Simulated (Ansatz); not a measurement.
# C2HSi (doublet): correlated methods under varied settings at distance C2–Si3 = 1.532 Å

Aim: run C2HSi (doublet) at one geometry under a spread of methods and options, and see what each costs and gives.

The runs use Ansatz 0.2.0, Gaussian basis; the settings change from run to run.

21 further runs of the same task are left out: 16 that didn't finish, 5 set aside as unsound or not needed.

### 1 The geometry

The geometry derives from a PBE0/def2-TZVP stationary point (not a proven minimum). One bond is set to the value named and the two fragments are kept rigid.

4 atoms, charge 0, spin multiplicity 2.

Atoms are counted from 1 here; the program's logs count them from 0.

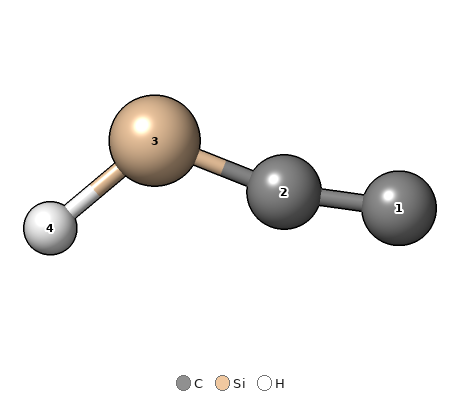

The structure; carbon grey, silicon light orange, hydrogen white; atoms are numbered from 1 in the order of the file.

Coordinates:

```xyz
4
charge 0, multiplicity 2
C     0.0000   -0.0021    1.8314
C     0.0000    0.1222    0.5604
Si    0.0000   -0.0915   -0.9566
H     0.0000    1.1195   -1.8459
```

### 2 NEVPT2(3,2)/STO-3G

Contents of in.yaml:

```yaml
crystal:
  periodic: [false, false, false]
  atoms:
    - {symbol: C, position_ang: [0.000000, -0.002124, 1.831440]}
    - {symbol: C, position_ang: [0.000000, 0.122226, 0.560395]}
    - {symbol: Si, position_ang: [0.000000, -0.091540, -0.956618]}
    - {symbol: H, position_ang: [0.000000, 1.119547, -1.845851]}
basis:
  gaussian: {orbitals: STO-3G}
magnetization: {spin_polarized: false, initial_magnetization: 1}
correlation: {method: sc_nevpt2, electrons: valence, active_space: {window: {electrons: 3, orbitals: 2}}}
```

Launch:

```sh
$ ansatz run in.yaml --threads 1 --pin off --events-out ev --progress --plain --max-ram 2393MiB
```

Log:

```text
Functional definition: HF
  name "HF"
  cite "Fock, Z. Phys. 61, 126 (1930) doi:10.1007/BF01340294"
  parent pbe
  exchange = exact_x
  correlation = 0
242 factors; integrals over basis functions are off by at most 2.6e-5 eV
mean field evaluation 1: about -9813.0745 eV, gradient 1.9e1 eV
mean field evaluation 2: about -9813.0883 eV, gradient 1.9e1 eV
mean field evaluation 4: about -9815.0894 eV, gradient 2.2e0 eV
mean field evaluation 8: about -9815.1811 eV, gradient 3.9e-1 eV
mean field evaluation 16: about -9815.1881 eV, gradient 1.5e-6 eV
mean field evaluation 32: about -9815.1794 eV, gradient 4.0e-1 eV
mean field evaluation 64: about -9815.1801 eV, gradient 6.1e-2 eV
mean field -9815.18809913 eV, -360.7015096694 hartree, gradient 1.5e-6 eV, S^2 0.750000; 3 other end points of the search recorded, 0 dependent functions left out
reference -9815.18809913 eV, -360.7015096694 hartree; 14, 13 occupied and 6, 7 virtual orbitals, 242 factors
state -9815.18809913 eV, -360.7015096694 hartree
state -9815.18809913 eV, -360.7015096694 hartree; corrected -9819.48590698 eV, -360.8594511949 hartree
WARN: 1 active orbitals are nearly empty or full. The corrections depend on them more than the energy does, and are more stable in an active space without them
Total energy: -9819.48590698 eV, -360.8594511949 hartree
```

Run time: 0.33 s. Hardware: 1 thread of Arm Neoverse V2, shared host.

From the report: 1 determinant; active occupations 2.00, 1.00. The report marks this result as in doubt.

### 3 CASSCF(7,4)/6-31G

in.yaml: that of step 2 with these lines changed.

```diff
@@ -8,4 +8,4 @@
 basis:
-  gaussian: {orbitals: STO-3G}
+  gaussian: {orbitals: 6-31G}
 magnetization: {spin_polarized: false, initial_magnetization: 1}
-correlation: {method: sc_nevpt2, electrons: valence, active_space: {window: {electrons: 3, orbitals: 2}}}
+correlation: {active_space: {window: {electrons: 7, orbitals: 4}}}
```

Launched as before.

Log:

```text
Functional definition: HF
  name "HF"
  cite "Fock, Z. Phys. 61, 126 (1930) doi:10.1007/BF01340294"
  parent pbe
  exchange = exact_x
  correlation = 0
426 factors; integrals over basis functions are off by at most 2.1e-4 eV
mean field evaluation 1: about -9928.1284 eV, gradient 2.3e1 eV
mean field evaluation 2: about -9928.1397 eV, gradient 2.3e1 eV
mean field evaluation 4: about -9930.3460 eV, gradient 3.3e0 eV
mean field evaluation 8: about -9930.4725 eV, gradient 1.7e-1 eV
mean field evaluation 16: about -9928.6114 eV, gradient 5.5e0 eV
mean field evaluation 32: about -9928.2503 eV, gradient 3.8e-2 eV
mean field -9930.47344123 eV, -364.9381678487 hartree, gradient 1.9e-6 eV, S^2 0.750000; 5 other end points of the search recorded, 0 dependent functions left out
reference -9930.47344123 eV, -364.9381678487 hartree; 14, 13 occupied and 19, 20 virtual orbitals, 426 factors
state -9930.47344123 eV, -364.9381678487 hartree
Total energy: -9930.47344123 eV, -364.9381678487 hartree
```

It took 1.3 s on 1 thread of Arm Neoverse V2, shared host.

From the report: 4 determinants; active occupations 2.00, 2.00, 2.00, 1.00. With so small a space the active step adds no correlation: the energy is the mean field's.

### 4 MP2 on UHF/cc-pVDZ

in.yaml: that of step 3 with these lines changed.

```diff
@@ -8,4 +8,5 @@
 basis:
-  gaussian: {orbitals: 6-31G}
-magnetization: {spin_polarized: false, initial_magnetization: 1}
-correlation: {active_space: {window: {electrons: 7, orbitals: 4}}}
+  gaussian: {orbitals: cc-pVDZ}
+magnetization: {spin_polarized: true, initial_magnetization: 1}
+correlation: {method: mp2, electrons: valence}
+output: {forces: true}
```

Launched as before.

Log, cut to the lines that bear on the results:

```text
Functional definition: HF
  name "HF"
  cite "Fock, Z. Phys. 61, 126 (1930) doi:10.1007/BF01340294"
  parent pbe
[...]
495 factors; integrals over basis functions are off by at most 1.3e-3 eV
[...]
mean field -9932.97059488 eV, -365.0299365525 hartree, gradient 2.5e-6 eV, S^2 0.832608; 20 other end points of the search recorded, 0 dependent functions left out
7 core orbitals not correlated: weight in the atoms' cores, before any rotation towards them, 1.000 or more for the frozen orbitals, at most 0.000 for the correlated occupied ones
reference -9932.97059488 eV, -365.0299365525 hartree; 7, 6 occupied and 37, 38 virtual orbitals, 495 factors
second order -7.98568644 eV of doubles, -0.00000000 eV of singles
[...]
Total energy: -9940.95628132 eV, -365.3234051165 hartree
Atom 0 at     0.000000    -0.002124     1.831440 Å, force     0.000000    -0.050542     0.508299 eV/Å
Atom 1 at     0.000000     0.122226     0.560395 Å, force    -0.000000     1.140349     9.279903 eV/Å
Atom 2 at     0.000000    -0.091540    -0.956618 Å, force     0.000000    -0.997716    -9.492366 eV/Å
Atom 3 at     0.000000     1.119547    -1.845851 Å, force    -0.000000    -0.092090    -0.295835 eV/Å
Dipole moment:     0.000000    -0.059978    -0.914569 e Å
```

Run time: 3.5 s. Hardware: 1 thread of Arm Neoverse V2, shared host.

From the report: ⟨S²⟩ of the determinant 0.833 (pure doublet: 0.75).

### 5 BCCD(T)/cc-pVDZ

in.yaml: that of step 4 with these lines changed.

```diff
@@ -9,4 +9,5 @@
   gaussian: {orbitals: cc-pVDZ}
-magnetization: {spin_polarized: true, initial_magnetization: 1}
-correlation: {method: mp2, electrons: valence}
-output: {forces: true}
+magnetization: {spin_polarized: false, initial_magnetization: 1}
+hamiltonian: {xc: {name: r2SCAN}}
+correlation: {method: bccd_t, electrons: valence}
+scf: {lower_state_search: off}
```

Same command.

Log, cut to the lines that bear on the results:

```text
Functional definition: r2SCAN
  name "r2SCAN"
  cite "Furness, Kaplan, Ning, Perdew & Sun, J. Phys. Chem. Lett. 11, 8208 (2020) doi:10.1021/acs.jpclett.0c02405"
  cite "Furness, Kaplan, Ning, Perdew & Sun, J. Phys. Chem. Lett. 11, 9248 (2020) doi:10.1021/acs.jpclett.0c03077"
  parent r2scan
[...]
495 factors; integrals over basis functions are off by at most 1.3e-3 eV
[...]
mean field -9958.93344487 eV, -365.9840536913 hartree, gradient 4.0e-6 eV, S^2 0.750000; 0 other end points of the search recorded, 0 dependent functions left out
7 core orbitals not correlated: weight in the atoms' cores, before any rotation towards them, 1.000 or more for the frozen orbitals, at most 0.000 for the correlated occupied ones
reference -9932.24053127 eV, -365.0031072097 hartree; 7, 6 occupied and 37, 38 virtual orbitals, 495 factors
second order -8.89643407 eV of doubles, -0.41941619 eV of singles
cycle   1  -8.96757701 eV  change    3.4e-1 eV  update   1.2e-1
[...]
cycle  14  -9.45658693 eV  change   -1.6e-5 eV  update   1.2e-5
perturbative correction -0.53815036 eV, -0.0197766610 hartree
Total energy: -9942.23526856 eV, -365.3704070306 hartree
Checks for a lower state left out: stability, starts, cluster_reference, orbital_swaps, neighbouring_geometries, increment
```

Run time: 3.2 s. Hardware: 1 thread of Arm Neoverse V2, shared host.

From the report: correlation -9.9947 eV; largest double amplitude 0.07.

### 6 CCSD(T) on ROHF/6-31G

in.yaml: that of step 5 with these lines changed.

```diff
@@ -8,6 +8,6 @@
 basis:
-  gaussian: {orbitals: cc-pVDZ}
+  gaussian: {orbitals: 6-31G}
 magnetization: {spin_polarized: false, initial_magnetization: 1}
-hamiltonian: {xc: {name: r2SCAN}}
-correlation: {method: bccd_t, electrons: valence}
-scf: {lower_state_search: off}
+correlation: {method: ccsd_t, electrons: valence}
+accuracy: high
+scf: {omitted_lower_state_checks: [cluster_reference]}
```

Same command.

Log, cut to the lines that bear on the results:

```text
Functional definition: HF
  name "HF"
  cite "Fock, Z. Phys. 61, 126 (1930) doi:10.1007/BF01340294"
  parent pbe
[...]
762 factors; integrals over basis functions are off by at most 3.3e-9 eV
[...]
mean field -9930.47370852 eV, -364.9381776711 hartree, gradient 2.7e-8 eV, S^2 0.750000; 5 other end points of the search recorded, 0 dependent functions left out
7 core orbitals not correlated: weight in the atoms' cores, before any rotation towards them, 1.000 or more for the frozen orbitals, at most 0.000 for the correlated occupied ones
reference -9930.47370852 eV, -364.9381776711 hartree; 7, 6 occupied and 19, 20 virtual orbitals, 762 factors
second order -5.39430117 eV of doubles, -0.03618472 eV of singles
cycle   1  -5.53453225 eV  change   -1.0e-1 eV  update   1.0e-1
[...]
cycle  31  -5.96678592 eV  change  -7.7e-10 eV  update  6.6e-10
perturbative correction -0.36926951 eV, -0.0135704041 hartree
Total energy: -9936.80976395 eV, -365.1710234135 hartree
Checks for a lower state left out: cluster_reference
```

It took 1.5 s on 1 thread of Arm Neoverse V2, shared host.

From the report: correlation -6.3361 eV; T1 0.030; largest double amplitude 0.08.

### 7 CCSD on UHF/cc-pVDZ

Contents of in.yaml:

```yaml
crystal:
  periodic: [false, false, false]
  atoms:
    - {symbol: C, position_ang: [0.000000, -0.002124, 1.831440]}
    - {symbol: C, position_ang: [0.000000, 0.122226, 0.560395]}
    - {symbol: Si, position_ang: [0.000000, -0.091540, -0.956618]}
    - {symbol: H, position_ang: [0.000000, 1.119547, -1.845851]}
basis:
  gaussian: {orbitals: cc-pVDZ}
magnetization: {spin_polarized: true, initial_magnetization: 1}
hamiltonian: {pseudopotentials: {relativity: scalar}}
correlation: {method: ccsd, electrons: valence}
scf: {lower_state_search: full}
```

Launched as before.

Log, cut to the lines that bear on the results:

```text
Functional definition: HF
  name "HF"
  cite "Fock, Z. Phys. 61, 126 (1930) doi:10.1007/BF01340294"
  parent pbe
[...]
495 factors; integrals over basis functions are off by at most 1.3e-3 eV
[...]
mean field -9948.51361222 eV, -365.6011319043 hartree, gradient 2.4e-6 eV, S^2 0.832887; 33 other end points of the search recorded, 0 dependent functions left out
determinant -9948.51361222 eV, -365.6011319043 hartree, with singles and doubles -9957.33721208 eV, -365.9253932185 hartree
determinant -9947.25062016 eV, -365.5547178024 hartree, with singles and doubles -9955.59191820 eV, -365.8612548511 hartree
determinant -9947.10516893 eV, -365.5493725681 hartree, with singles and doubles -9955.40427714 eV, -365.8543591695 hartree
determinant -9947.08606765 eV, -365.5486706091 hartree, with singles and doubles -9955.41417293 eV, -365.8547228330 hartree
[...]
determinant -9945.99488992 eV, -365.5085705672 hartree, with singles and doubles -9954.27241824 eV, -365.8127641222 hartree
determinant -9945.74916061 eV, -365.4995401817 hartree, with singles and doubles -9953.89791894 eV, -365.7990015268 hartree
determinant -9943.55751263 eV, -365.4189986037 hartree, with singles and doubles -9952.13410584 eV, -365.7341825907 hartree
7 core orbitals not correlated: weight in the atoms' cores, before any rotation towards them, 1.000 or more for the frozen orbitals, at most 0.000 for the correlated occupied ones
reference -9948.51361222 eV, -365.6011319043 hartree; 7, 6 occupied and 37, 38 virtual orbitals, 495 factors
second order -7.98904334 eV of doubles, -0.00000000 eV of singles
cycle   1  -8.82419929 eV  change   -6.0e-4 eV  update   2.1e-3
[...]
cycle  10  -8.82579823 eV  change   -1.3e-5 eV  update   8.5e-6
WARN: the results are in doubt because among natural orbitals full CI differs from the method by -0.117 eV
Total energy: -9957.33941045 eV, -365.9254740068 hartree
Relativity: scalar
In doubt: among natural orbitals full CI differs from the method by -0.117 eV
```

Run time: 19 s. Hardware: 1 thread of Arm Neoverse V2, shared host.

From the report: ⟨S²⟩ of the determinant 0.833 (pure doublet: 0.75); correlation -8.8258 eV; T1 0.030; largest double amplitude 0.07. The program marks this result as in doubt; its last lines say why.

### 8 CCSD(T) on ROHF/6-31G

Contents of in.yaml:

```yaml
crystal:
  periodic: [false, false, false]
  atoms:
    - {symbol: C, position_ang: [0.000000, -0.002124, 1.831440]}
    - {symbol: C, position_ang: [0.000000, 0.122226, 0.560395]}
    - {symbol: Si, position_ang: [0.000000, -0.091540, -0.956618]}
    - {symbol: H, position_ang: [0.000000, 1.119547, -1.845851]}
basis:
  gaussian: {orbitals: 6-31G}
magnetization: {spin_polarized: false, initial_magnetization: 1}
correlation: {method: ccsd_t, electrons: all, diis_vectors: 2}
scf: {lower_state_search: full}
output: {forces: true}
```

Same command.

Log, cut to the lines that bear on the results:

```text
Functional definition: HF
  name "HF"
  cite "Fock, Z. Phys. 61, 126 (1930) doi:10.1007/BF01340294"
  parent pbe
[...]
426 factors; integrals over basis functions are off by at most 2.1e-4 eV
[...]
mean field -9930.47344123 eV, -364.9381678487 hartree, gradient 1.9e-6 eV, S^2 0.750000; 10 other end points of the search recorded, 0 dependent functions left out
[...]
determinant -9930.47344123 eV, -364.9381678487 hartree, with singles and doubles -9936.60259372 eV, -365.1634100479 hartree
determinant -9928.25030461 eV, -364.8564690848 hartree, with singles and doubles -9934.98461183 eV, -365.1039503103 hartree
determinant -9928.02752418 eV, -364.8482820548 hartree, with singles and doubles -9933.63822272 eV, -365.0544714231 hartree
reference -9930.47344123 eV, -364.9381678487 hartree; 14, 13 occupied and 19, 20 virtual orbitals, 426 factors
second order -5.57397848 eV of doubles, -0.03628572 eV of singles
cycle   1  -6.12930895 eV  change   -1.6e-4 eV  update   2.9e-3
[...]
cycle  24  -6.13161550 eV  change    4.7e-7 eV  update   7.1e-7
perturbative correction -0.37411480 eV, -0.0137484654 hartree
[...]
Total energy: -9936.97917153 eV, -365.1772490275 hartree
Atom 0 at     0.000000    -0.002124     1.831440 Å, force     0.000000    -0.211646     2.626847 eV/Å
Atom 1 at     0.000000     0.122226     0.560395 Å, force     0.000000     1.386627     7.826333 eV/Å
Atom 2 at     0.000000    -0.091540    -0.956618 Å, force    -0.000000    -1.441860    -9.931529 eV/Å
Atom 3 at     0.000000     1.119547    -1.845851 Å, force     0.000000     0.266880    -0.521650 eV/Å
Dipole moment:     0.000000    -0.044110    -0.834502 e Å
```

Wall time 9 s (1 thread of Arm Neoverse V2, shared host).

From the report: correlation -6.5057 eV; T1 0.021; largest double amplitude 0.08.

### 9 MP2 on ROHF/def2-SVP

in.yaml: that of step 8 with these lines changed.

```diff
@@ -8,6 +8,4 @@
 basis:
-  gaussian: {orbitals: 6-31G}
+  gaussian: {orbitals: def2-SVP, point_charges: [{charge: -1.00, position_ang: [2.817, 0.272, 0.379]}]}
 magnetization: {spin_polarized: false, initial_magnetization: 1}
-correlation: {method: ccsd_t, electrons: all, diis_vectors: 2}
-scf: {lower_state_search: full}
-output: {forces: true}
+correlation: {method: mp2, electrons: outside_noble_gas}
```

The command is unchanged.

Log, cut to the lines that bear on the results:

```text
Functional definition: HF
  name "HF"
  cite "Fock, Z. Phys. 61, 126 (1930) doi:10.1007/BF01340294"
  parent pbe
[...]
508 factors; integrals over basis functions are off by at most 1.3e-3 eV
[...]
mean field -9928.85578026 eV, -364.8787199042 hartree, gradient 7.8e-6 eV, S^2 0.750000; 5 other end points of the search recorded, 0 dependent functions left out
[...]
7 core orbitals not correlated: weight in the atoms' cores, before any rotation towards them, 1.000 or more for the frozen orbitals, at most 0.000 for the correlated occupied ones
reference -9928.85578026 eV, -364.8787199042 hartree; 7, 6 occupied and 37, 38 virtual orbitals, 508 factors
second order -8.25144333 eV of doubles, -0.04809228 eV of singles
Total energy: -9937.15531586 eV, -365.1837222122 hartree
```

Run time: 1.6 s. Hardware: 1 thread of Arm Neoverse V2, shared host.

### 10 BCCD(T) on UHF/STO-3G

Contents of in.yaml:

```yaml
crystal:
  periodic: [false, false, false]
  atoms:
    - {symbol: C, position_ang: [0.000000, -0.002124, 1.831440]}
    - {symbol: C, position_ang: [0.000000, 0.122226, 0.560395]}
    - {symbol: Si, position_ang: [0.000000, -0.091540, -0.956618]}
    - {symbol: H, position_ang: [0.000000, 1.119547, -1.845851]}
basis:
  gaussian: {orbitals: STO-3G}
magnetization: {spin_polarized: true, initial_magnetization: 1}
correlation: {method: bccd_t, electrons: outside_noble_gas}
accuracy: high
output: {forces: true}
```

Same command.

Log, cut to the lines that bear on the results:

```text
Functional definition: HF
  name "HF"
  cite "Fock, Z. Phys. 61, 126 (1930) doi:10.1007/BF01340294"
  parent pbe
[...]
350 factors; integrals over basis functions are off by at most 8.7e-9 eV
[...]
mean field -9815.40916644 eV, -360.7096337435 hartree, gradient 2.9e-8 eV, S^2 0.901644; 31 other end points of the search recorded, 0 dependent functions left out
determinant -9815.40916644 eV, -360.7096337435 hartree, with singles and doubles -9820.15729275 eV, -360.8841241668 hartree
determinant -9814.85120812 eV, -360.6891291532 hartree, with singles and doubles -9819.29483721 eV, -360.8524295103 hartree
determinant -9814.73867413 eV, -360.6849936056 hartree, with singles and doubles -9819.33851246 eV, -360.8540345462 hartree
determinant -9814.35737101 eV, -360.6709809744 hartree, with singles and doubles -9818.37572939 eV, -360.8186529211 hartree
[...]
reference -9815.40916644 eV, -360.7096337435 hartree; 7, 6 occupied and 6, 7 virtual orbitals, 350 factors
second order -3.87898470 eV of doubles, -0.00000000 eV of singles
cycle   1  -4.71530935 eV  change    4.1e-2 eV  update   2.1e-2
[...]
cycle  36  -4.70318474 eV  change  -1.5e-10 eV  update   1.4e-9
perturbative correction -0.32323079 eV, -0.0118785123 hartree
WARN: the results are in doubt because among natural orbitals full CI differs from the method by -0.093 eV
[...]
Total energy: -9820.43558197 eV, -360.8943511071 hartree
Atom 0 at     0.000000    -0.002124     1.831440 Å, force     0.000000    -0.066682     2.985086 eV/Å
Atom 1 at     0.000000     0.122226     0.560395 Å, force    -0.000000     1.095313     5.985123 eV/Å
Atom 2 at     0.000000    -0.091540    -0.956618 Å, force     0.000000    -0.574189    -9.245554 eV/Å
Atom 3 at     0.000000     1.119547    -1.845851 Å, force    -0.000000    -0.454442     0.275344 eV/Å
Dipole moment:    -0.000000    -0.130867    -0.844458 e Å
In doubt: among natural orbitals full CI differs from the method by -0.093 eV
```

Wall time 3 s (1 thread of Arm Neoverse V2, shared host).

From the report: ⟨S²⟩ of the determinant 0.902 (pure doublet: 0.75); correlation -5.0264 eV; largest double amplitude 0.10. Mind the lines of doubt at the end of the log.

### 11 The runs in one table

Where basis and cores are those of an earlier UCCSDT(Q)/cc-pVDZ run (-9942.3766 eV), and the state is the same kind, the miss against it is given. † marks a result that the program doubts.

| level | correlated | functions | energy (eV) | from UCCSDT(Q) (meV) | time |
| --- | --- | --- | --- | --- | --- |
| NEVPT2(3,2)/STO-3G † | valence | 20 | -9819.4859 |  | 0.33 s |
| CASSCF(7,4)/6-31G |  | 33 | -9930.4734 |  | 1.3 s |
| MP2 on UHF/cc-pVDZ | valence | 51 | -9940.9563 | 1420.3 | 3.5 s |
| BCCD(T)/cc-pVDZ (on r2SCAN orbitals) | valence | 51 | -9942.2353 | 141.3 | 3.2 s |
| CCSD(T) on ROHF/6-31G | valence | 33 | -9936.8098 |  | 1.5 s |
| CCSD on UHF/cc-pVDZ (relativity set) † | valence | 51 | -9957.3394 |  | 19 s |
| CCSD(T) on ROHF/6-31G | all | 33 | -9936.9792 |  | 9 s |
| MP2 on ROHF/def2-SVP (beside a point charge) | outside noble gas | 51 | -9937.1553 |  | 1.6 s |
| BCCD(T) on UHF/STO-3G † | outside noble gas | 20 | -9820.4356 |  | 3 s |

### 12 Outcome

```
quantity                                         value
    runs                                             9
quickest                  NEVPT2(3,2)/STO-3G †, 0.33 s
 slowest  CCSD on UHF/cc-pVDZ (relativity set) †, 19 s
```

In words: Total energies in different bases, with other cores or another treatment of relativity can't be set against each other. CCSD on UHF/cc-pVDZ (relativity set) † took 56 times as long as NEVPT2(3,2)/STO-3G †; the jobs differ in more than the method. Among the correlated runs with a miss given, it spans +141 to +1420 meV. Cores frozen from Kohn-Sham orbitals shift the total energy.
